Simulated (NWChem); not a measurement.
**One shape, several levels: CH2BrCl (bromochloromethane)**

Wanted: a comparison of 6 runs (PBE/def2-SVPD, PBE0/def2-SVPD, SVWN5/def2-SVPD, r2SCAN/def2-SVPD, MP2/def2-SVPD, CCSD(T)/def2-SVPD) of CH2BrCl (bromochloromethane). 

Program for the calculation: NWChem 7.3.0.

## Step 1: Starting point

The species is CH2BrCl (5 atoms), meant as a singlet with charge 0. As SMILES, `ClCBr`. Geometry: relaxed at PBE0-D4/def2-TZVP.

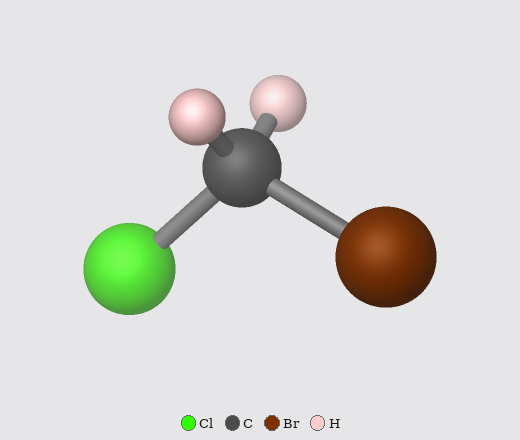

The structure, seen from a chosen angle (chlorine green, carbon dark grey, bromine brown, hydrogen pink).

## Step 2: Energy and gradient at PBE/def2-SVPD (run 1)

sp.nw

```
start sp
memory total 2200 mb

geometry units angstrom noautosym nocenter noautoz
  Cl   -1.615160    0.158590    0.518920
  C     0.000480    0.049280   -0.158560
  Br    1.312450   -0.602100    1.097990
  H     0.318120    1.039590   -0.466820
  H    -0.015900   -0.645360   -0.991530
end

basis spherical bse
  * library def2-SVPD
end

dft
  xc xpbe96 cpbe96
  mult 1
  grid fine
  convergence energy 1e-08
  maxiter 100
  mulliken
  noprint "final vectors analysis"
end

task dft gradient
```

Run with:

```bash
nwchem sp.nw > sp.out
```

The log of the run:

```text
[...]
          Wavefunction type:  closed shell.
          No. of atoms     :     5
          No. of electrons :    60
[...]
          Charge           :     0
          Spin multiplicity:     1
[...]
          AO basis - number of functions:   104
[...]
              XC Information
              --------------
          PerdewBurkeErnzerhof Exchange Functional  1.000
            Perdew 1991 LDA Correlation Functional  1.000 local
           PerdewBurkeErnz. Correlation Functional  1.000 non-local
[...]
 d= 0,ls=0.0,diis     1  -3072.4777598172 -3.29D+03  1.69D-02  7.81D-01     3.7
[...]
 d= 0,ls=0.0,diis    10  -3072.5560208116 -3.33D-09  4.32D-07  2.49D-09    27.9
         Total DFT energy =    -3072.556020811580
      One electron energy =    -4705.731416863390
           Coulomb energy =     1538.871870459831
    Exchange-Corr. energy =     -125.052927306569
 Nuclear repulsion energy =      219.356452898547
[...]
      Total Density - Mulliken Population Analysis
     ---------------------------------------------
    Atom       Charge   Shell Charges
 -----------   ------   -------------------------------------------------------
    1 Cl  17    17.30   2.00  1.98  1.30  0.64  0.03  5.93  2.17  2.97  0.21  0.04  0.05
    2 C    6     5.88   1.98  0.98 -0.12 -0.05  2.02  0.97  0.04  0.06
    3 Br  35    35.06   2.00  2.00  1.99  1.49  0.44  0.03  6.00  5.97  2.38  2.56  0.13  8.19  1.75  0.11  0.02
    4 H    1     0.88   0.74  0.06  0.02  0.05
    5 H    1     0.88   0.74  0.06  0.02  0.05
[...]
  wavefunction    = closed shell
                         DFT ENERGY GRADIENTS
    atom               coordinates                        gradient
                 x          y          z           x          y          z
   1 Cl     -3.052210   0.299692   0.980617    0.011310  -0.001113  -0.003623
   2 C       0.000907   0.093126  -0.299635   -0.001136   0.001539  -0.004222
   3 Br      2.480171  -1.137804   2.074900   -0.006950   0.003058  -0.005397
   4 H       0.601160   1.964540  -0.882162   -0.003378  -0.010649   0.003847
   5 H      -0.030047  -1.219554  -1.873720    0.000154   0.007165   0.009395
[...]
```

Run time: 42 s. Hardware: 1 thread of Intel Xeon 6975P-C (Granite Rapids), shared host; peak memory 0.13 GiB.

## Step 3: Energy and forces at PBE0/def2-SVPD (run 2)

run.py

```python
from ase import Atoms
from ase.calculators.nwchem import NWChem

molecule = Atoms(['Cl', 'C', 'Br', 'H', 'H'], positions=[
    [-1.615160, 0.158590, 0.518920],
    [0.000480, 0.049280, -0.158560],
    [1.312450, -0.602100, 1.097990],
    [0.318120, 1.039590, -0.466820],
    [-0.015900, -0.645360, -0.991530],
])

calc = NWChem(
    label='work',
    theory='dft',
    memory='2200 mb',
    basis='def2-SVPD',
    basispar='spherical bse',
    dft={'xc': 'pbe0', 'mult': '1', 'grid': 'fine', 'convergence': 'energy 1e-08', 'iterations': '100', 'mulliken': None},
)
molecule.calc = calc

forces = molecule.get_forces()
e = molecule.get_potential_energy()
print(f"E = {e:.6f} eV")
print("forces (eV/A):")
for s, f in zip(molecule.symbols, forces):
    print(f"{s:2s} {f[0]:10.5f} {f[1]:10.5f} {f[2]:10.5f}")
print("dipole (e A):", molecule.get_dipole_moment().round(4))
```

Run with:

```bash
export ASE_NWCHEM_COMMAND="nwchem PREFIX.nwi > PREFIX.nwo"
python run.py
```

The log of the run:

```text
E = -83612.070362 eV
forces (eV/A):
Cl   -0.18651    0.01795    0.06109
C     0.06531   -0.10536    0.29691
Br    0.03918   -0.01548    0.02473
H     0.08891    0.29295   -0.11621
H    -0.00689   -0.19006   -0.26662
dipole (e A): [ 0.0747  0.0805 -0.3062]
```

The calculator wrote work.nwi:

```
title "work"

permanent_dir work

scratch_dir work

start work

geometry units angstrom nocenter noautosym noautoz
  Cl -1.6151599999999999e+00 1.5859000000000001e-01 5.1892000000000005e-01
  C  4.8000000000000001e-04 4.9279999999999997e-02 -1.5856000000000001e-01
  Br 1.3124499999999999e+00 -6.0209999999999997e-01 1.0979900000000000e+00
  H  3.1812000000000001e-01 1.0395900000000000e+00 -4.6682000000000001e-01
  H  -1.5900000000000001e-02 -6.4536000000000004e-01 -9.9153000000000002e-01
end

memory 2200 mb

basis spherical bse noprint
   * library def2-SVPD
end

dft
  xc pbe0
  mult 1
  grid fine
  convergence energy 1e-08
  iterations 100
  mulliken
end

task dft gradient
```

work.nwo:

```text
Northwest Computational Chemistry Package (NWChem) 7.3.0
             --------------------------------------------------------

           Job information
           ---------------

    nwchem branch   = 7.3.0
    use scalapack   = T
    input           = work.nwi
    prefix          = work.
    data base       = work/work.db
    status          = startup
    nproc           =        1

           Memory information
           ------------------

    heap     =     72089598 doubles =      550.0 Mbytes
    stack    =     72089595 doubles =      550.0 Mbytes
    global   =    144179200 doubles =     1100.0 Mbytes (distinct from heap & stack)
    total    =    288358393 doubles =     2200.0 Mbytes
    verify   = yes
    hardfail = no

           Directory information
           ---------------------

  0 permanent = work
  0 scratch   = work

                                NWChem Input Module
                                -------------------

                                       work
                                       ----

[... 88 lines left out ...]
  convergence criterion.
[... 17 lines left out ...]
          Convergence on gradient requested:  5.00D-04
[... 26 lines left out ...]
          Convergence aids based upon iterative change in
[... 28 lines left out ...]
 1-e energy   =   -4704.995484
[... 39 lines left out ...]
         Total DFT energy =    -3072.686936525125
[... 2 lines left out ...]
    Exchange-Corr. energy =     -125.223401369254
[... 806 lines left out ...]
          Convergence on energy requested:  1.00D-08
[... 24 lines left out ...]
          Spatial weights used:  Erf1
[... 4 lines left out ...]
          total energy or number of iterations.
[... 18 lines left out ...]
                            NWChem DFT Gradient Module
                            --------------------------

                                       work

  charge          =   0.00
  wavefunction    = closed shell

                         DFT ENERGY GRADIENTS

    atom               coordinates                        gradient
                 x          y          z           x          y          z
   1 Cl     -3.052210   0.299692   0.980617    0.003627  -0.000349  -0.001188
   2 C       0.000907   0.093126  -0.299635   -0.001270   0.002049  -0.005774
   3 Br      2.480171  -1.137804   2.074900   -0.000762   0.000301  -0.000481
   4 H       0.601160   1.964540  -0.882162   -0.001729  -0.005697   0.002260
   5 H      -0.030047  -1.219554  -1.873720    0.000134   0.003696   0.005185

                 ----------------------------------------
                 |  Time  |  1-e(secs)   |  2-e(secs)   |
                 ----------------------------------------
                 |  CPU   |       0.01   |       7.58   |
                 ----------------------------------------
                 |  WALL  |       0.01   |       7.58   |
                 ----------------------------------------

 Task  times  cpu:       21.7s     wall:       21.7s
 Total times  cpu:       21.7s     wall:       21.7s
```

It took 23 s on 1 thread of Intel Xeon 6975P-C (Granite Rapids), shared host; peak memory 0.13 GiB.

Runs 3 to 5 aren't shown in full; the table further down has their settings and results.

## Step 4: The energy at CCSD(T)/def2-SVPD (run 6)

calc.nw

```
start calc
title "CH2BrCl energy"
memory stack 880 mb heap 220 mb global 1100 mb

geometry noautosym nocenter noautoz
   Cl   -1.615160    0.158590    0.518920
   C     0.000480    0.049280   -0.158560
   Br    1.312450   -0.602100    1.097990
   H     0.318120    1.039590   -0.466820
   H    -0.015900   -0.645360   -0.991530
end

basis spherical bse
   Cl library def2-SVPD
   C library def2-SVPD
   Br library def2-SVPD
   H library def2-SVPD
end

scf
   thresh 1e-08
   maxiter 80
   print medium
end

ccsd
   freeze core 15
   maxiter 60
end

task ccsd(t) energy
```

Run with:

```bash
nwchem calc.nw > calc.out
```

The log of the run:

```text
[...]
  functions       =   104
[...]
  wavefunction    = RHF
[...]
         Total SCF energy =  -3070.457561218087
      One-electron energy =  -4706.385442926070
      Two-electron energy =   1416.571428809436
 Nuclear repulsion energy =    219.356452898547
        Time for solution =     23.0s
[...]
 Total MP2 energy:          -3070.992175743288954
[...]
             energy      energy      error      ampl     ampl      Block
                                                time     time      time
[...]
 Total CCSD energy:          -3071.016658790737438
[...]
 Total CCSD+T(CCSD) energy:          -3071.033859527190089
[...]
 Total CCSD(T) energy:               -3071.033221792979475
[...]
```

Wall time 4.4 min (1 thread of Intel Xeon 6975P-C (Granite Rapids), shared host); peak memory 0.39 GiB.

## Step 5: Overview of the runs

```csv
run,level,integration grid,iteration cap,energy (Eh),dipole moment (D),largest force (eV/Å),wall time
1,PBE/def2-SVPD,fine,100,-3072.556021,1.49,0.613,42 s
2,PBE0/def2-SVPD,fine,100,-3072.686937,1.56,0.328,23 s
3,SVWN5/def2-SVPD,fine,100,-3067.783301,1.52,0.793,26 s
4,r2SCAN/def2-SVPD,fine,100,-3073.120285,1.57,0.436,40 s
5,MP2/def2-SVPD,–,80,-3070.992176,1.56,0.425,75 s
6,CCSD(T)/def2-SVPD,–,80,-3071.033222,–,–,4.4 min
```

## Step 6: Results

```
                                           quantity           value
                                run 6: total energy  -3071.03322 Eh
         run 6: HOMO energy (Hartree–Fock orbitals)       -11.45 eV
         run 6: LUMO energy (Hartree–Fock orbitals)         1.96 eV
       run 6: HOMO–LUMO gap (Hartree–Fock orbitals)        13.41 eV
run 6: correlation energy (15 core orbitals frozen)      -575.7 mEh
                              run 6: (T) correction      -16.56 mEh
```

In words: Over runs 1, 2, 3, 4, 5 the dipole moment (its size) runs from 1.49 D (PBE/def2-SVPD) to 1.57 D (r2SCAN/def2-SVPD). Over runs 2, 3, 4 the HOMO–LUMO gap runs from 5.19 eV (SVWN5/def2-SVPD) to 7.53 eV (PBE0/def2-SVPD). Totals of different functionals can't be ranked against each other. All runs together took 7.9 min, the longest 4.4 min.
